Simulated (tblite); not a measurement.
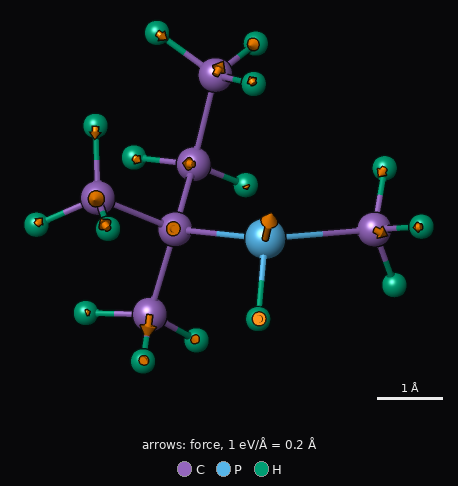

Starting geometry of C6H15P with the computed forces as orange arrows. Style: ball-and-stick. Shown from a free direction.

Theory: GFN2-xTB geometry optimisation, gas phase (tblite 0.8.0). 

### Is this structure relaxed? If not, where do the atoms go?

It isn't relaxed: the largest force vector, on the P atom, is 3.43 eV/Å. The final displacements have little in common with the starting forces (cosine between the two patterns 0.24). The atom that moves furthest after the best rigid fit is an H atom (0.73 Å). By element the largest moves are H 0.73 Å, P 0.46 Å, C 0.35 Å. Near-neighbour distances that change, for instance: C–P 1.840 → 1.895 Å, C–H 1.141 → 1.089 Å, C–C 1.490 → 1.530 Å, H–P 1.442 → 1.404 Å. Bond angles that change, for instance: C–P–H 110.0° → 94.0°, C–P–H 109.6° → 95.1°, C–P–C 115.4° → 102.4°. Groups turn about C–C by about 35°, C–C by about 20°. Over 130 geometry steps the energy falls by 29.9 kcal/mol.
